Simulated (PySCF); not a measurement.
**GeH7Si2, doublet, SMILES `[SiH3][SiH][GeH3]`: what the electrons do**

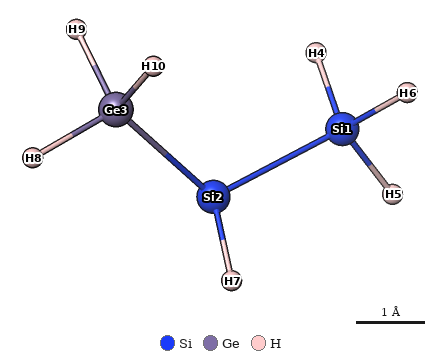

The molecule, with its atoms numbered as below. No frequency check shows the geometry to be a minimum.

Coordinates in Å:

```
Si1      2.5168    0.3935    0.0235
Si2      0.6125   -0.8966   -0.1171
Ge3     -1.4732    0.1729    0.0108
H4       2.5313    1.3532   -1.0850
H5       3.7016   -0.4593   -0.0998
H6       2.6967    1.1809    1.2506
H7       0.5632   -1.9937    0.8727
H8      -2.6723   -0.7275   -0.1023
H9      -1.6972    1.1586   -1.1036
H10     -1.7912    0.9982    1.2333
```

## 1. Electrostatic potential

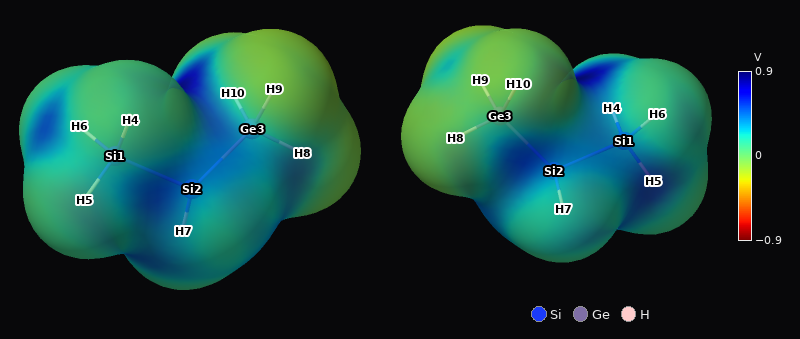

Electrostatic potential on the surface of electron density 0.001 a.u. (back view left, front view right).

Level of theory: B3LYP/def2-SVPD (PySCF), at a geometry from GFN2-xTB. The stability of the open-shell solution wasn't checked. GFN2-xTB doesn't know the spin state, so this open-shell geometry is rough.

**Where are the extremes of the potential on the surface?**

Highest: 0.85 V, near H4 (2.35 Å), Si1 (2.37 Å), H6 (2.50 Å) and Ge3 (2.51 Å). Further maxima include 0.71 V, off the Si1–H6 bond (2.1 to 2.2 Å from its atoms); 0.62 V, near Ge3 (2.16 Å), H8 (2.21 Å), H10 (2.26 Å) and H7 (2.33 Å). Lowest: −0.13 V, 1.5 Å from H9. Further minima include −0.08 V, 1.5 Å from H8; −0.07 V, 1.5 Å from H10. The surface is sampled at points, so like sites can differ by a few per cent and only the strongest of them is named.

**What volume does the surface enclose, and what is the dipole moment?**

About 150 Å³; the dipole moment is 0.6 D.

## 2. Spin density

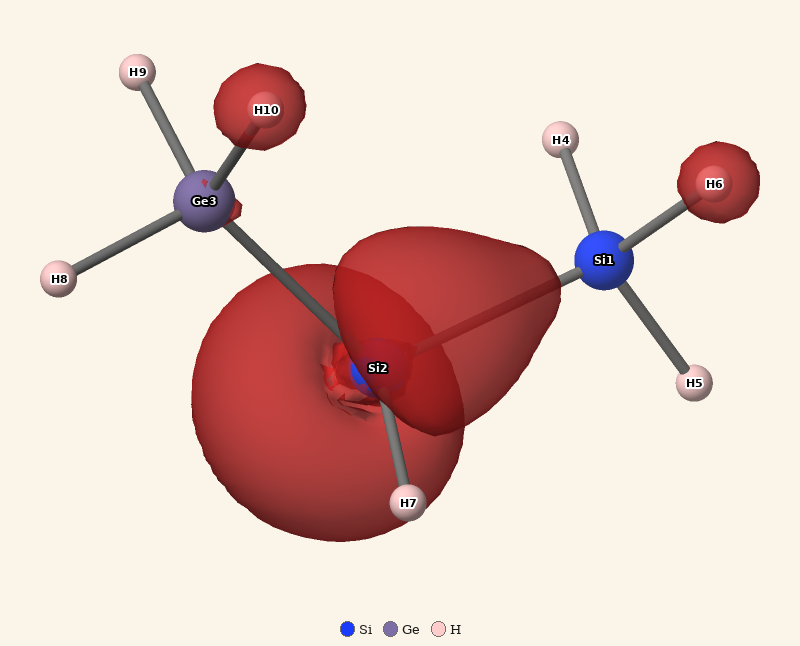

Spin density ρα − ρβ at ±0.03 e/Å³ (red: excess α, blue: excess β).

**How is the spin shared among the atoms?**

Hirshfeld spin populations: Si2 +0.75, Si1 +0.08 and Ge3 +0.07. ⟨S²⟩ = 0.75, as for a pure state.

## 3. Removing or adding an electron

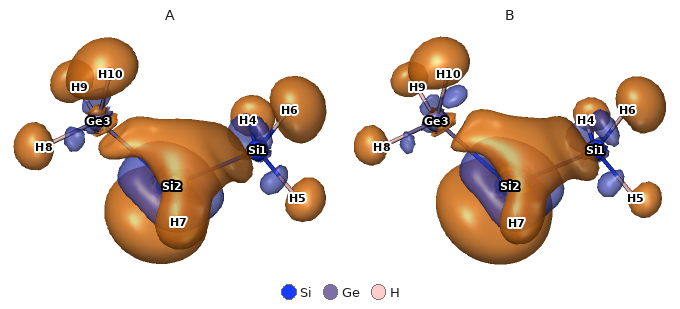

The two Fukui functions at ±0.015 e/Å³ (orange positive, blue negative).

Computed with PySCF, BLYP/def2-SVPD, geometry: GFN2-xTB. GFN2-xTB doesn't know the spin state, so this open-shell geometry is rough.

**Why do the two look alike?**

The electron leaves from or enters the same singly occupied orbital. A is f⁻, B is f⁺. f⁻ (Hirshfeld-condensed) is largest on Si2 (0.40); the vertical ionisation energy is 7.96 eV (to the singlet cation, which needn't be its lowest state). f⁺ (Hirshfeld-condensed) is largest on Si2 (0.40); the vertical electron affinity is 1.45 eV (to the singlet anion, which needn't be its lowest state; the anion's highest orbital has positive energy, so this value and f⁺ depend on the basis).

The PySCF runs shown took 39 s and 78 s on 1 thread of Arm Neoverse V1 (shared host).
